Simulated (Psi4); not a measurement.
**SiPH5 (SMILES [SiH3]P) at PBE/cc-pVDZ (sweep point 6)**

Aim: the vertical ionisation energy of SiPH5 at PBE/cc-pVDZ (sweep point 6), from 2 runs. 

The calculation is run with Psi4 1.11.

4 further runs of the same task are left out: 4 set aside as unsound or not needed.

## 1. The molecule

The species is SiPH5 (7 atoms), meant as a singlet with charge 0. SMILES: `[SiH3]P`. Geometry: relaxed at GFN2-xTB.

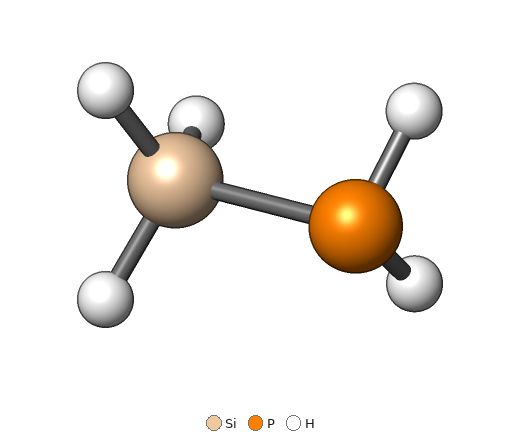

Viewed from a chosen angle; silicon light orange, phosphorus orange, hydrogen white.

## 2. A single-point energy at PBE/cc-pVDZ (sweep point 6)

Contents of input.inp:

```
memory 1.6 GB

molecule {
  0 1
  Si    -0.640830    -0.361550    -0.395920
  P      1.061310    -0.009120     1.007680
  H     -1.825500    -0.602940     0.426340
  H     -0.298920    -1.544330    -1.184630
  H     -0.890510     0.768910    -1.293660
  H      0.664680     1.260240     1.387120
  H      1.929760     0.488790     0.053060
  symmetry c1
}

set basis cc-pVDZ
set puream true
set scf_type pk
set dft_radial_points 99
set dft_spherical_points 590

energy("pbe")
```

Started as:

```console
$ psi4 input.inp input.out -n 1
```

input.out, shortened:

```text
[...]
  Running in c1 symmetry.
[...]
  Nuclear repulsion =   91.502975466955917
[...]
  Multiplicity = 1
[...]
  Nalpha       = 17
  Nbeta        = 17
[...]
    Number of basis functions: 61
[...]
   @RKS iter   1:  -633.41945545511498   -1.75000e-01   5.25460e-03 ADIIS/DIIS
[...]
   @RKS iter   8:  -633.50604453832568   -1.40171e-08   5.72163e-07 DIIS
[...]
    Orbital Energies [Eh]
    ---------------------
    Doubly Occupied:
       1A    -76.308272     2A    -65.424520     3A     -6.300667
       4A     -5.061154     5A     -4.518533     6A     -4.517501
       7A     -4.513882     8A     -3.472784     9A     -3.471585
      10A     -3.471530    11A     -0.594894    12A     -0.478579
      13A     -0.358690    14A     -0.326478    15A     -0.310447
      16A     -0.291973    17A     -0.230916
[...]
  @RKS Final Energy:  -633.50604453832568
   => Energetics <=
    Nuclear Repulsion Energy =             91.5029754669559168
    One-Electron Energy =               -1058.3390207216841645
    Two-Electron Energy =                 379.0203044104143828
    DFT Exchange-Correlation Energy =     -45.6903036940118668
    Empirical Dispersion Energy =           0.0000000000000000
    VV10 Nonlocal Energy =                  0.0000000000000000
    Total Energy =                       -633.5060445383256820
[...]
 Multipole Moments:
 ------------------------------------------------------------------------------------
     Multipole            Electronic (a.u.)      Nuclear  (a.u.)        Total (a.u.)
 ------------------------------------------------------------------------------------
 L = 1.  Multiply by 2.5417464519 to convert [e a0] to [Debye]
 Dipole X            :          2.1763533           -2.2444638           -0.0681104
 Dipole Y            :         -0.7088160            0.9415574            0.2327414
 Dipole Z            :          2.4667438           -2.6650463           -0.1983025
 Magnitude           :                                                    0.3132594
[...]
```

It took 11 s on 1 thread of Intel Xeon Platinum 8488C (Sapphire Rapids), shared host; peak memory 1 GiB.

## 3. The doublet cation, same level

Contents of h5psi.dat:

```
memory 1.6 GB

molecule system {
  1 2
  Si    -0.640830    -0.361550    -0.395920
  P      1.061310    -0.009120     1.007680
  H     -1.825500    -0.602940     0.426340
  H     -0.298920    -1.544330    -1.184630
  H     -0.890510     0.768910    -1.293660
  H      0.664680     1.260240     1.387120
  H      1.929760     0.488790     0.053060
  symmetry c1
}

set {
  basis cc-pVDZ
  reference uks
  puream true
  scf_type pk
  dft_radial_points 99
  dft_spherical_points 590
  maxiter 150
}

e_tot, wfn = energy("pbe", return_wfn=True)
```

Started as:

```console
$ psi4 h5psi.dat h5psi.out -n 1
```

h5psi.out, shortened:

```text
[...]
  Running in c1 symmetry.
[...]
  Nuclear repulsion =   91.502975466955917
[...]
  Multiplicity = 2
[...]
  Nalpha       = 17
  Nbeta        = 16
[...]
    Number of basis functions: 61
[...]
   @UKS iter   1:  -633.09681549324421    1.47640e-01   3.89667e-03 ADIIS/DIIS
[...]
   @UKS iter  10:  -633.15269812079191   -1.03017e-08   5.31782e-07 DIIS
[...]
   @S^2 Observed:                7.536306196E-01
[...]
    Orbital Energies [Eh]
    ---------------------
    Alpha Occupied:
       1A    -76.618213     2A    -65.651423     3A     -6.608596
       4A     -5.288701     5A     -4.830527     6A     -4.823649
       7A     -4.822086     8A     -3.703405     9A     -3.698035
      10A     -3.697027    11A     -0.871935    12A     -0.705500
      13A     -0.613861    14A     -0.576139    15A     -0.529354
      16A     -0.519421    17A     -0.513929
    Alpha Virtual:
      18A     -0.245306    19A     -0.243300    20A     -0.204156
      21A     -0.182151    22A     -0.177845    23A     -0.129369
      24A     -0.007049    25A      0.006538    26A      0.018057
[...]
  @UKS Final Energy:  -633.15269812079191
   => Energetics <=
    Nuclear Repulsion Energy =             91.5029754669559168
    One-Electron Energy =               -1049.6061056842795551
    Two-Electron Energy =                 370.3525963331304069
    DFT Exchange-Correlation Energy =     -45.4021642365988143
    Empirical Dispersion Energy =           0.0000000000000000
    VV10 Nonlocal Energy =                  0.0000000000000000
    Total Energy =                       -633.1526981207919107
[...]
 Multipole Moments:
 ------------------------------------------------------------------------------------
     Multipole            Electronic (a.u.)      Nuclear  (a.u.)        Total (a.u.)
 ------------------------------------------------------------------------------------
 L = 1.  Multiply by 2.5417464519 to convert [e a0] to [Debye]
 Dipole X            :          2.6791708           -2.2444638            0.4347070
 Dipole Y            :         -0.5156537            0.9415574            0.4259037
 Dipole Z            :          2.8293145           -2.6650463            0.1642682
 Magnitude           :                                                    0.6303555
[...]
```

Run time: 15 s. Hardware: 1 thread of Intel Xeon Platinum 8488C (Sapphire Rapids), shared host; peak memory 1 GiB.

## 4. Results

Level: PBE/cc-pVDZ (sweep point 6).

| quantity | value |
| --- | --- |
| singlet SiPH5: total energy | -633.50604 Eh |
| singlet SiPH5: dipole moment | 0.80 D |
| singlet SiPH5: HOMO energy | -6.28 eV |
| singlet SiPH5: LUMO energy | -0.09 eV |
| singlet SiPH5: HOMO–LUMO gap | 6.19 eV |
| doublet cation: total energy | -633.15270 Eh |
| doublet cation: HOMO energy (highest over α and β) | -13.97 eV |
| doublet cation: LUMO energy (lowest over α and β) | -12.83 eV |
| doublet cation: ⟨S²⟩ | 0.754 |
| vertical ionisation energy (to the doublet cation) | 9.615 eV |

**Reading.** The vertical ionisation energy comes to 9.62 eV (928 kJ/mol). The negative HOMO energy of the first species, 6.28 eV, lies 3.33 eV below that difference.
